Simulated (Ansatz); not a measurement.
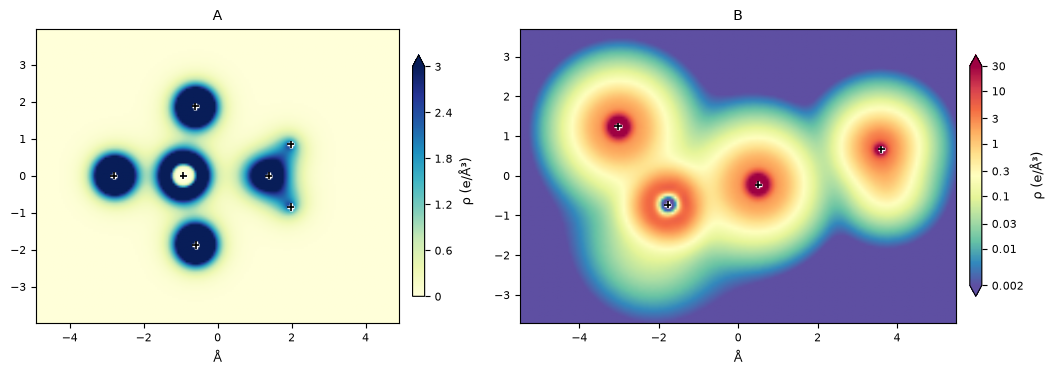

The electron density of 2 systems, each on a plane through atoms (crosses mark nuclei in the plane).

Level of theory: UKS PBE/def2-SVP (Ansatz).

System 1: F5H2NTa (doublet), the plane of atoms Ta1, N5 and H7. Core potentials replace the inner electrons of Ta.

```json
{"atom": "Ta", "x (Å)": "0.5661", "y (Å)": "-0.1742", "z (Å)": "0.0056"}
{"atom": "F", "x (Å)": "1.5799", "y (Å)": "-1.7544", "z (Å)": "0.0184"}
{"atom": "F", "x (Å)": "0.3317", "y (Å)": "0.0797", "z (Å)": "1.8780"}
{"atom": "F", "x (Å)": "0.4475", "y (Å)": "0.1257", "z (Å)": "-1.8710"}
{"atom": "N", "x (Å)": "-0.6653", "y (Å)": "1.7760", "z (Å)": "-0.0092"}
{"atom": "H", "x (Å)": "-0.9898", "y (Å)": "2.2839", "z (Å)": "0.8338"}
{"atom": "H", "x (Å)": "-0.9645", "y (Å)": "2.2855", "z (Å)": "-0.8604"}
{"atom": "F", "x (Å)": "-1.1995", "y (Å)": "-0.8933", "z (Å)": "-0.0593"}
{"atom": "F", "x (Å)": "1.9589", "y (Å)": "1.1294", "z (Å)": "0.0640"}
```

System 2: Cl4Hf···NH2 (doublet), the plane of atoms Cl2, Hf1 and Cl3. Core potentials replace the inner electrons of Hf.

```tsv
atom	x (Å)	y (Å)	z (Å)
Hf	0.0128	-0.0087	-0.1113
Cl	0.0808	-0.0547	2.2276
Cl	2.1909	0.0109	-0.9616
Cl	-1.1139	1.9179	-0.8122
Cl	-1.1197	-1.8989	-0.8954
N	0.3620	-0.2289	5.4330
H	-0.6352	-0.5462	5.4167
H	0.2248	0.8085	5.4156
```

Which map belongs to which system?

Panel A is system 1, F5H2NTa: the plane holds Ta, F, N and H. Ta–F (1.88 Å): ρ at the midpoint is about 1 e/Å³. Panel B is system 2, Cl4Hf···NH2: the plane holds Hf, Cl and N. N6···Cl2 (3.22 Å): the density falls to about 0.05 e/Å³ on the way: a weak contact between the two molecules.
